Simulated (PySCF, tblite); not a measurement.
**C4H12O2Si2: geometry, infrared bands and NMR shifts**

Aim: predict the infrared bands and NMR shifts of C4H12O2Si2 (`COC(=O)CC([SiH3])[SiH3]`).

Computed with tblite 0.8.0 and PySCF 2.14.0, with density-fitted response routines of our own, on a single molecule in the gas phase. Atoms are numbered from 0 throughout.

### 1 The starting structure

20 atoms, charge 0, multiplicity 1; geometry from: force field or distance geometry start.

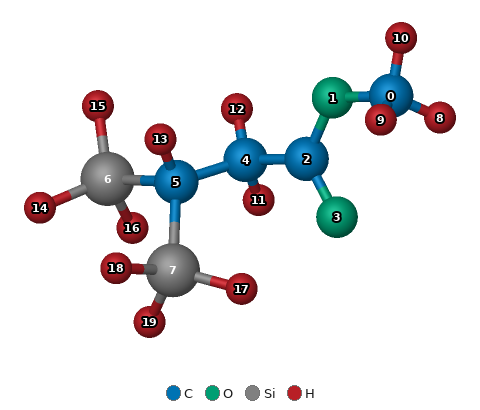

The starting geometry (carbon blue, oxygen teal, silicon grey, hydrogen red), atoms numbered; sticks join atoms by distance.

### 2 Geometry optimisation with GFN2-xTB

What the job is given:

```
{"job": {"kind": "relax", "xc": "GFN2-xTB", "basis": "xTB"}, "charge": 0, "multiplicity": 1}
C      3.629300    -0.222400     0.053400
O      2.372300     0.432900     0.228600
C      1.261400     0.136500    -0.505400
O      1.355200    -0.749600    -1.413600
C     -0.033000     0.817600    -0.300600
C     -1.061800     0.064300     0.461300
Si    -2.605600     1.132600     0.587000
Si    -1.560800    -1.557800    -0.222900
H      4.039500    -0.113400    -0.952200
H      3.637000    -1.271900     0.339800
H      4.324700     0.318400     0.739600
H     -0.470500     0.999600    -1.331700
H      0.048600     1.833900     0.154300
H     -0.671900    -0.036500     1.518400
H     -3.688900     0.351300     1.218100
H     -2.347500     2.384600     1.336400
H     -3.025100     1.407000    -0.795900
H     -0.452400    -2.165600    -0.935200
H     -2.023400    -2.383900     0.919000
H     -2.732100    -1.367100    -1.101300
```

Started as:

```sh
> OMP_NUM_THREADS=1 python probes_run.py task.json out
```

The driver reads the jobs from task.json and runs them one after another.

The program printed:

```text
step      E/eV     max force
  0    -714.25465    5.048
  1    -714.50881    4.977
  2    -714.64794    1.160
  3    -714.67833    0.582
  4    -714.74121    0.794
  5    -714.77970    0.949
  6    -714.82882    0.667
  7    -714.85724    0.414
  8    -714.87794    0.352
  9    -714.88888    0.268
 10    -714.89674    0.191
 11    -714.90197    0.184
 12    -714.90621    0.218
 13    -714.91040    0.161
 14    -714.91468    0.170
 15    -714.91835    0.158
 16    -714.92105    0.132
 17    -714.92317    0.121
 18    -714.92530    0.120
 19    -714.92790    0.174
 20    -714.93112    0.198
 21    -714.93459    0.142
 22    -714.93764    0.137
 23    -714.94007    0.119
 24    -714.94218    0.115
 25    -714.94414    0.103
 26    -714.94588    0.094
 27    -714.94750    0.100
 28    -714.94932    0.135
 29    -714.95181    0.135
 30    -714.95505    0.157
 31    -714.95832    0.150
 32    -714.96085    0.143
 33    -714.96295    0.103
 34    -714.96526    0.113
 35    -714.96801    0.137
 36    -714.97101    0.128
 37    -714.97386    0.148
 38    -714.97648    0.118
 39    -714.97907    0.113
 40    -714.98185    0.115
 41    -714.98484    0.186
 42    -714.98780    0.200
 43    -714.99047    0.145
 44    -714.99292    0.110
 45    -714.99545    0.116
 46    -714.99841    0.180
 47    -715.00124    0.216
 48    -715.00420    0.177
 49    -715.00651    0.094
 50    -715.00852    0.086
 51    -715.00956    0.110
 52    -715.01166    0.122
 53    -715.01309    0.098
 54    -715.01429    0.060
 55    -715.01501    0.061
 56    -715.01558    0.063
 57    -715.01608    0.055
 58    -715.01655    0.053
 59    -715.01691    0.041
 60    -715.01711    0.028
 61    -715.01722    0.023
 62    -715.01735    0.030
 63    -715.01751    0.037
 64    -715.01766    0.035
 65    -715.01777    0.026
 66    -715.01787    0.029
 67    -715.01801    0.029
 68    -715.01820    0.043
 69    -715.01840    0.039
 70    -715.01855    0.024
 71    -715.01864    0.022
 72    -715.01874    0.033
 73    -715.01888    0.042
 74    -715.01904    0.036
 75    -715.01918    0.031
 76    -715.01930    0.027
 77    -715.01943    0.041
 78    -715.01963    0.056
 79    -715.01992    0.057
 80    -715.02022    0.040
 81    -715.02048    0.031
 82    -715.02070    0.036
 83    -715.02099    0.052
 84    -715.02143    0.059
 85    -715.02195    0.052
 86    -715.02240    0.048
 87    -715.02270    0.037
 88    -715.02293    0.044
 89    -715.02317    0.054
 90    -715.02348    0.046
 91    -715.02406    0.048
 92    -715.02448    0.076
 93    -715.02545    0.103
 94    -715.02658    0.101
 95    -715.02700    0.223
 96    -715.02825    0.068
 97    -715.02890    0.068
 98    -715.03008    0.108
 99    -715.03100    0.070
100    -715.03226    0.112
101    -715.03459    0.078
102    -715.03572    0.081
103    -715.03690    0.064
104    -715.03826    0.101
105    -715.03938    0.093
106    -715.04047    0.084
107    -715.04073    0.074
108    -715.04106    0.038
109    -715.04131    0.041
110    -715.04157    0.041
111    -715.04195    0.053
112    -715.04237    0.063
113    -715.04282    0.051
114    -715.04334    0.052
115    -715.04391    0.069
116    -715.04457    0.084
117    -715.04523    0.067
118    -715.04575    0.050
119    -715.04617    0.045
120    -715.04662    0.060
121    -715.04720    0.069
122    -715.04784    0.057
123    -715.04839    0.054
124    -715.04891    0.062
125    -715.04955    0.081
126    -715.05046    0.107
127    -715.05165    0.094
128    -715.05289    0.111
129    -715.05408    0.086
130    -715.05517    0.082
131    -715.05664    0.094
132    -715.05791    0.081
133    -715.05896    0.077
134    -715.05981    0.086
135    -715.06076    0.089
136    -715.06192    0.078
137    -715.06315    0.097
138    -715.06379    0.106
139    -715.06462    0.079
140    -715.06507    0.061
141    -715.06546    0.035
142    -715.06598    0.041
143    -715.06633    0.054
144    -715.06688    0.065
145    -715.06741    0.061
146    -715.06796    0.059
147    -715.06839    0.054
148    -715.06876    0.050
149    -715.06911    0.040
150    -715.06948    0.043
151    -715.06987    0.057
152    -715.07028    0.064
153    -715.07077    0.074
154    -715.07121    0.056
155    -715.07163    0.041
156    -715.07192    0.043
157    -715.07214    0.046
158    -715.07241    0.064
159    -715.07276    0.041
160    -715.07315    0.045
161    -715.07348    0.031
162    -715.07366    0.034
163    -715.07381    0.027
164    -715.07396    0.025
165    -715.07414    0.027
166    -715.07428    0.029
167    -715.07441    0.032
168    -715.07454    0.032
169    -715.07472    0.044
170    -715.07498    0.037
171    -715.07525    0.043
172    -715.07545    0.020
173    -715.07554    0.023
174    -715.07559    0.018
175    -715.07565    0.014
176    -715.07573    0.019
177    -715.07579    0.014
178    -715.07582    0.013
179    -715.07585    0.010
180    -715.07587    0.011
181    -715.07589    0.008
```

Run time: 2.8 s. Hardware: 1 thread of Intel Xeon at 2.70GHz, shared host.

Step by step: (not every step is listed)

| step | energy from step 0 (eV) | largest force (eV/Å) |
| --- | --- | --- |
| 0 | 0.0000 | 5.0481 |
| 1 | -0.2542 | 4.9766 |
| 2 | -0.3933 | 1.1605 |
| 3 | -0.4237 | 0.5824 |
| 4 | -0.4866 | 0.7936 |
| 5 | -0.5251 | 0.9489 |
| 6 | -0.5742 | 0.6669 |
| 7 | -0.6026 | 0.4143 |
| 8 | -0.6233 | 0.3520 |
| 24 | -0.6875 | 0.1147 |
| 40 | -0.7272 | 0.1153 |
| 56 | -0.7609 | 0.0634 |
| 72 | -0.7641 | 0.0329 |
| 88 | -0.7683 | 0.0443 |
| 104 | -0.7836 | 0.1013 |
| 120 | -0.7920 | 0.0602 |
| 136 | -0.8073 | 0.0782 |
| 152 | -0.8156 | 0.0645 |
| 168 | -0.8199 | 0.0324 |
| 176 | -0.8211 | 0.0189 |
| 177 | -0.8211 | 0.0138 |
| 178 | -0.8212 | 0.0128 |
| 179 | -0.8212 | 0.0100 |
| 180 | -0.8212 | 0.0108 |
| 181 | -0.8212 | 0.0083 |

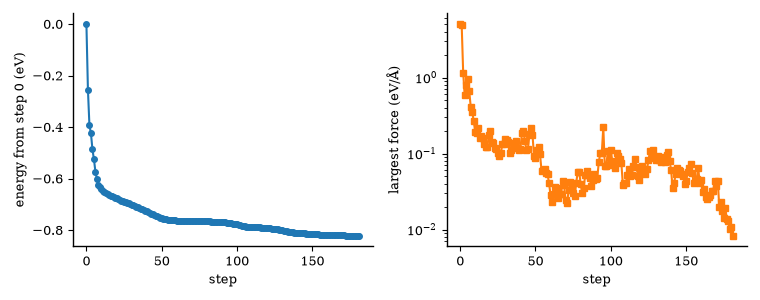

Energy and force, step by step.

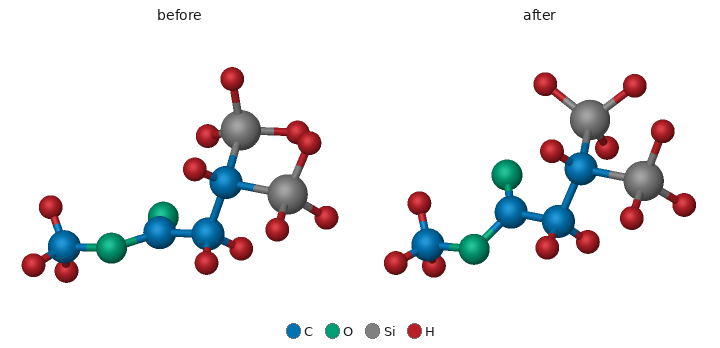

The geometry before (left) and after (right).

Close pairs (by a distance rule), those that changed most:

| bond | before (Å) | after (Å) | change (Å) |
| --- | --- | --- | --- |
| C5–Si7 | 1.830 | 1.920 | +0.090 |
| C2–O3 | 1.272 | 1.208 | -0.065 |
| C4–C5 | 1.485 | 1.527 | +0.041 |
| C4–H11 | 1.135 | 1.095 | -0.040 |
| C5–H13 | 1.131 | 1.095 | -0.036 |
| O1–C2 | 1.364 | 1.332 | -0.032 |
| C0–H10 | 1.117 | 1.088 | -0.029 |
| C4–H12 | 1.116 | 1.092 | -0.024 |

The final coordinates are the input of the step that follows.

### 3 Infrared spectrum with GFN2-xTB

What the job is given:

```
{"job": {"kind": "ir", "xc": "GFN2-xTB", "basis": "xTB"}, "charge": 0, "multiplicity": 1}
C      3.570305    -0.068680    -0.311306
O      2.357060     0.656116    -0.138691
C      1.216671    -0.015269    -0.288887
O      1.164555    -1.196016    -0.537234
C      0.005248     0.851832    -0.109250
C     -1.120168     0.066699     0.560007
Si    -2.682791     1.144682     0.668715
Si    -1.394936    -1.628008    -0.300313
H      3.875362    -0.029936    -1.358573
H      3.431801    -1.109700    -0.014398
H      4.316602     0.416043     0.313912
H     -0.306825     1.164904    -1.110616
H      0.286443     1.748081     0.448229
H     -0.802187    -0.149721     1.585177
H     -3.722147     0.443591     1.418275
H     -2.356307     2.398123     1.362250
H     -3.150084     1.475918    -0.679696
H     -0.666954    -2.724728     0.325484
H     -2.824454    -1.933235    -0.094415
H     -1.202343    -1.500019    -1.741707
```

The program printed:

```text
mode    cm-1     km/mol
  1     -29.1      0.02
  2      36.7      0.97
  3      63.8      1.66
  4     110.2      9.95
  5     123.2      1.90
  6     179.4      7.42
  7     199.7      5.39
  8     246.8     11.64
  9     253.9      4.23
 10     292.7      0.43
 11     316.6     47.31
 12     411.0      8.16
 13     506.4     14.43
 14     526.3      8.00
 15     541.5     34.34
 16     570.9     30.57
 17     618.1    100.51
 18     661.2     97.08
 19     696.3     20.12
 20     742.3    316.55
 21     771.4    155.92
 22     791.8    361.68
 23     799.7    165.80
 24     839.7    347.83
 25     846.1    122.87
 26     879.6    160.55
 27     897.5     34.53
 28     961.8     14.17
 29    1025.0     12.80
 30    1082.3      3.50
 31    1109.6     58.09
 32    1116.8     12.07
 33    1130.8    109.82
 34    1145.9     23.82
 35    1191.7    266.01
 36    1273.8     57.66
 37    1303.7     55.11
 38    1382.0     16.81
 39    1443.9      8.40
 40    1450.7      5.60
 41    1460.4      7.85
 42    1744.8    387.37
 43    2153.6    365.45
 44    2213.9    384.64
 45    2248.3    195.27
 46    2282.6    128.66
 47    2288.0    454.91
 48    2310.2    374.20
 49    2921.3     41.37
 50    2937.2     28.69
 51    2969.3     26.62
 52    2983.9     15.60
 53    2992.8     11.08
 54    3035.3      9.67
```

Run time: 1.1 s. Hardware: 1 thread of Intel Xeon at 2.70GHz, shared host.

Which atoms move in the most intense modes:

| cm⁻¹ | km/mol | atoms |
| --- | --- | --- |
| 742 | 316.6 | H19 44 %, H17 40 % |
| 792 | 361.7 | H15 40 %, H14 36 %, H16 11 % |
| 840 | 347.8 | H19 45 %, H18 36 % |
| 1745 | 387.4 | C2 64 %, O3 35 % |
| 2154 | 365.4 | H18 94 % |
| 2214 | 384.6 | H15 94 % |
| 2288 | 454.9 | H14 71 %, H19 23 % |
| 2310 | 374.2 | H17 90 % |

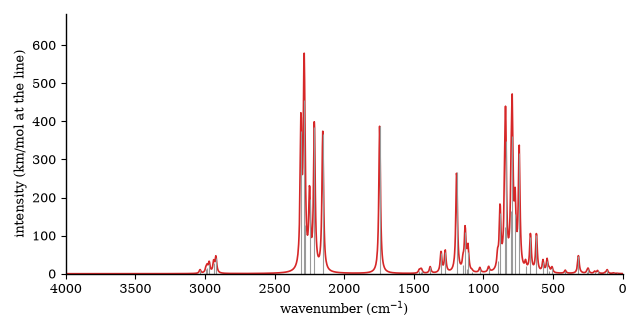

The infrared spectrum from these modes, unscaled. Lines are broadened to a width of 14 cm⁻¹ (Lorentzian).

### 4 Nuclear shieldings: PBE0/pcSseg-1

Same as in step 3 but for these lines:

```diff
@@ -1,2 +1,2 @@
-{"job": {"kind": "ir", "xc": "GFN2-xTB", "basis": "xTB"}, "charge": 0, "multiplicity": 1}
+{"job": {"kind": "nmr", "xc": "PBE0", "basis": "pcSseg-1"}, "charge": 0, "multiplicity": 1}
 C      3.570305    -0.068680    -0.311306
```

Level: GIAO PBE0/pcSseg-1 NMR shielding, non-relativistic, gas phase.

The program printed:

```text
coarse grid: 17208 points
cycle   1  E = -888.2190442345  dE =  8.622e-01  |g| = 8.595e-01  |ddm| = 3.910e+00
cycle   2  E = -887.9296381546  dE =  2.894e-01  |g| = 1.519e+00  |ddm| = 1.607e+00
cycle   3  E = -888.3460023123  dE = -4.164e-01  |g| = 2.566e-01  |ddm| = 1.172e+00
cycle   4  E = -888.3574529309  dE = -1.145e-02  |g| = 8.320e-02  |ddm| = 2.171e-01
cycle   5  E = -888.3586006586  dE = -1.148e-03  |g| = 1.724e-02  |ddm| = 5.124e-02
cycle   6  E = -888.3586557062  dE = -5.505e-05  |g| = 6.324e-03  |ddm| = 1.780e-02
cycle   7  E = -888.3586652649  dE = -9.559e-06  |g| = 1.215e-03  |ddm| = 6.729e-03
final grid: 155568 points
cycle   8  E = -888.4257036403  dE = -1.868e-05  |g| = 1.346e-02  |ddm| = 2.811e-02
cycle   9  E = -888.4256550093  dE =  4.863e-05  |g| = 2.098e-02  |ddm| = 2.273e-02
cycle  10  E = -888.4257371248  dE = -8.212e-05  |g| = 1.886e-03  |ddm| = 1.444e-02
cycle  11  E = -888.4257377521  dE = -6.273e-07  |g| = 4.500e-04  |ddm| = 1.346e-03
cycle  12  E = -888.4257377842  dE = -3.207e-08  |g| = 1.578e-04  |ddm| = 3.780e-04
cycle  13  E = -888.4257377893  dE = -5.162e-09  |g| = 2.452e-05  |ddm| = 1.265e-04
cycle  14  E = -888.4257377895  dE = -1.107e-10  |g| = 8.984e-06  |ddm| = 2.792e-05
converged SCF energy = -888.4257377895

GIAO shielding tensors (ppm)
atom      isotropic    diamagn.    paramagn.     s11        s22        s33       span
  0 C      133.914     243.131    -109.217     99.954    120.161    181.628     81.674
  1 O      143.974     400.849    -256.874    -32.806    228.978    235.750    268.556
  2 C        1.338     256.159    -254.821    -91.145     26.699     68.459    159.604
  3 O      -83.506     406.617    -490.123   -347.424   -216.460    313.368    660.792
  4 C      149.863     253.401    -103.538    130.591    146.728    172.269     41.678
  5 C      187.674     257.375     -69.701    178.373    183.420    201.228     22.855
  6 Si     412.091     879.907    -467.816    373.439    392.088    470.745     97.306
  7 Si     419.365     879.580    -460.215    386.089    398.934    473.072     86.983
  8 H       28.181      27.481       0.700     23.842     25.879     34.821     10.979
  9 H       26.771      28.757      -1.986     22.629     26.299     31.384      8.755
 10 H       28.029      27.289       0.740     23.896     26.278     33.913     10.017
 11 H       29.525      33.193      -3.668     25.606     29.002     33.966      8.360
 12 H       29.027      33.772      -4.745     23.263     29.272     34.545     11.282
 13 H       31.403      33.948      -2.545     27.482     28.942     37.784     10.302
 14 H       27.726      28.789      -1.063     24.032     25.652     33.495      9.464
 15 H       27.712      28.897      -1.185     23.824     25.910     33.401      9.576
 16 H       27.920      28.976      -1.056     24.610     26.210     32.938      8.328
 17 H       27.165      29.973      -2.808     23.089     26.050     32.355      9.266
 18 H       27.848      29.677      -1.829     23.501     26.984     33.060      9.560
 19 H       27.671      30.240      -2.568     24.536     26.270     32.208      7.672
```

Run time: 93 s. Hardware: 1 thread of Intel Xeon at 2.70GHz, shared host; peak memory 1 GiB.

Shifts follow as δ = σ(reference) − σ, with reference shieldings (ppm) from runs at the same level and on the same kind of geometry: 1H TMS 31.72, 13C TMS 186.9, 29Si TMS 349.2, 17O H2O 336.1. The references are single molecules in the gas phase, so shifts against H2O, NH3, PH3, H3PO4 or CFCl3 are not on the usual liquid scales and can be off by tens of ppm. Atoms listed in one row are averaged.

| atoms | environment | σ (ppm) | δ (ppm) | δ scaled to CDCl3 |
| --- | --- | --- | --- | --- |
| C2 | ester carbonyl carbon | 1.3 | 185.6 | 179.2 |
| C0 | methyl carbon bonded to O | 133.9 | 53.0 | 49.8 |
| C4 | sp3 CH2 α to a carbonyl | 149.9 | 37.1 | 34.3 |
| C5 | sp3 CH bonded to 2 Si | 187.7 | -0.7 | -2.6 |
| H8, H9, H10 | hydrogen on a methyl carbon bonded to O | 27.66 | 4.06 | 3.93 |
| H14, H15, H16, H17, H18, H19 | hydrogen on a silicon bonded to C | 27.67 | 4.04 | – |
| H11, H12 | hydrogen on an sp3 CH2 α to a carbonyl | 29.28 | 2.44 | 2.41 |
| H13 | hydrogen on an sp3 CH bonded to 2 Si | 31.40 | 0.31 | 0.40 |
| O3 | ester carbonyl oxygen | -83.5 | 419.6 | – |
| O1 | ester alkoxy oxygen | 144.0 | 192.1 | – |
| Si6, Si7 | silicon bonded to C, 3 H | 415.7 | -66.6 | – |

The scaled column applies a straight-line fit of computed shieldings to shifts measured in CDCl3 (root-mean-square error 0.16 ppm for H, 1.9 ppm for C).

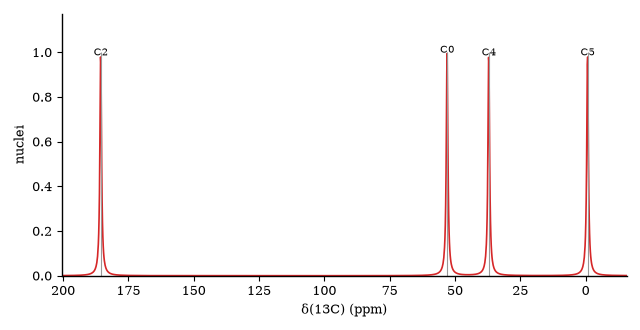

13C lines at the computed shifts, without couplings. Lines are broadened to a width of 0.75 ppm (Lorentzian).

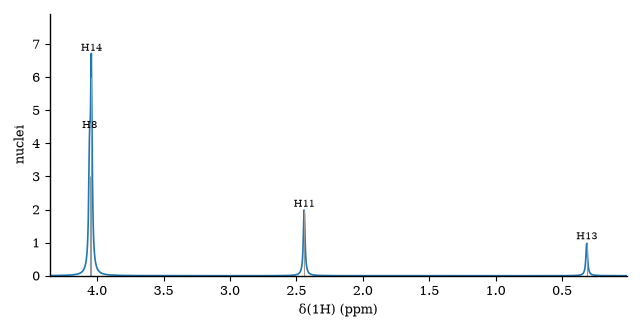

1H lines at the computed shifts, without couplings. Lines are broadened to a width of 0.01 ppm (Lorentzian).

Charges from the same density, by scheme (e):

| atoms | Mulliken | IAO | Hirshfeld | ESP fit |
| --- | --- | --- | --- | --- |
| C0 | -0.04 | -0.22 | -0.03 | -0.11 |
| O1 | -0.46 | -0.33 | -0.09 | -0.39 |
| C2 | 0.50 | 0.53 | 0.23 | 0.86 |
| O3 | -0.44 | -0.46 | -0.20 | -0.52 |
| C4 | -0.19 | -0.30 | -0.08 | -0.52 |
| C5 | -0.84 | -0.64 | -0.19 | -0.10 |
| Si6, Si7 | 0.55 | 0.61 | 0.29 | 0.31 |

IAO charges:

C0 -0.22; O1 -0.33; C2 0.53; O3 -0.46; C4 -0.30; C5 -0.64; Si6 0.60; Si7 0.61; H8 0.15; H9 0.16; H10 0.16; H11 0.16; H12 0.16; H13 0.15; H14 -0.11; H15 -0.12; H16 -0.12; H17 -0.11; H18 -0.16; H19 -0.12

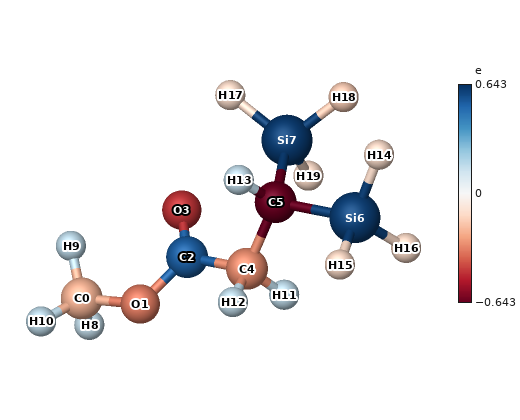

IAO charges, as colours on the atoms.

Mayer bond orders: C0–O1 0.86, O1–C2 1.13, C2–O3 1.84, C2–C4 0.99, C4–C5 1.01, C5–Si6 0.89, C5–Si7 0.83.

Orbitals, density, ELF and potential are computed afterwards from the orbital file.

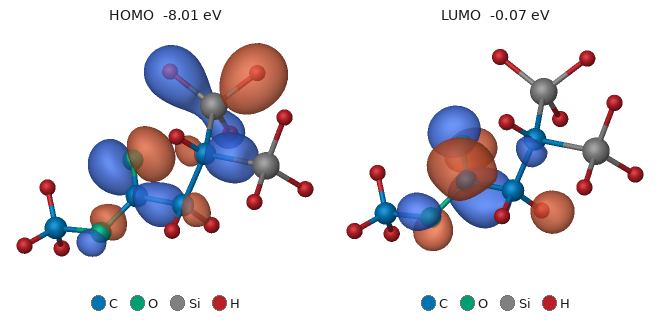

Frontier orbitals at PBE0/pcSseg-1; each surface holds 70 % of the orbital's density, blue and red mark the sign.

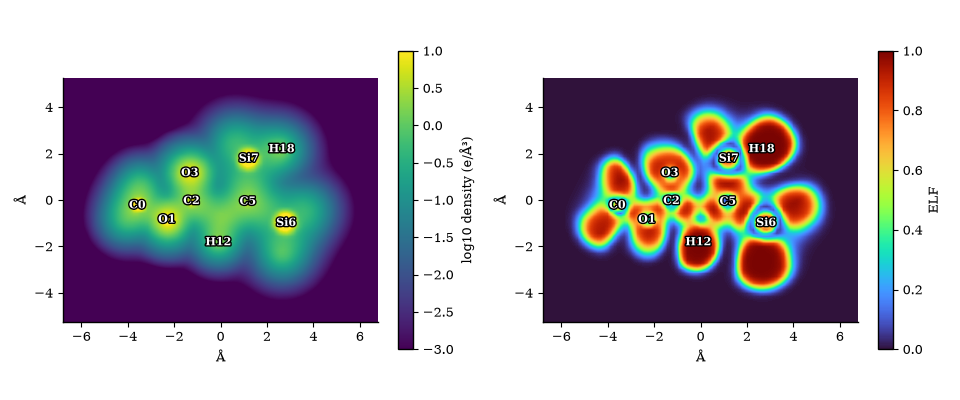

Density (left) and ELF (right) in a plane through or near 9 of the atoms.

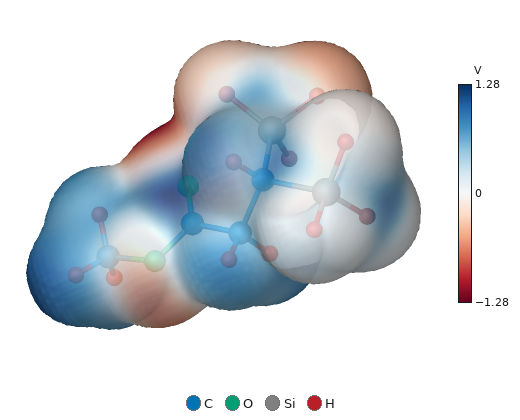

Electrostatic potential on the surface of density 0.002 e/bohr³; red is low, blue high. It runs from -1.28 V near O3 to 1.09 V near H10.

### 5 Summary of results

| quantity | value |
| --- | --- |
| strongest single infrared mode (GFN2-xTB) | 2288 cm⁻¹, 455 km/mol |
| zero-point energy (GFN2-xTB) | 90.2 kcal/mol |
| 13C shifts against TMS (PBE0/pcSseg-1) | 185.6, 53.0, 37.1, -0.7 ppm |
| 1H shifts against TMS (PBE0/pcSseg-1, means over atoms taken as alike) | 4.06, 4.04, 2.44, 0.31 ppm |
| 17O shifts against H2O (PBE0/pcSseg-1) | 419.6, 192.1 ppm |
| 29Si shifts against TMS (PBE0/pcSseg-1, means over atoms taken as alike) | -66.6 ppm |
| surface potential, least and greatest | -1.28 V and 1.09 V |

**Reading.** Relaxing lowered the energy by 0.821 eV in 181 steps; the close pair that moved most is C5–Si7, from 1.830 to 1.920 Å. The lowest mode is imaginary (29i cm⁻¹), so the xTB geometry is not a minimum. The strongest single mode, at 2288 cm⁻¹, moves mainly H14. Unscaled tight-binding wavenumbers are off by several per cent, some by more. Its intensities can rank the bands wrongly. C2 (ester carbonyl carbon) lies farthest downfield among carbon, at 185.6 ppm; it is a carbonyl in resonance with an O or N lone pair, the region of acids, esters and amides. The most deshielded hydrogen is H8, H9, H10 (mean) (hydrogen on a methyl carbon bonded to O), at 4.06 ppm: its carbon carries O, an electronegative neighbour. At PBE0/pcSseg-1: Shielding is most anisotropic at O3 (span 661 ppm, paramagnetic term -490 ppm).
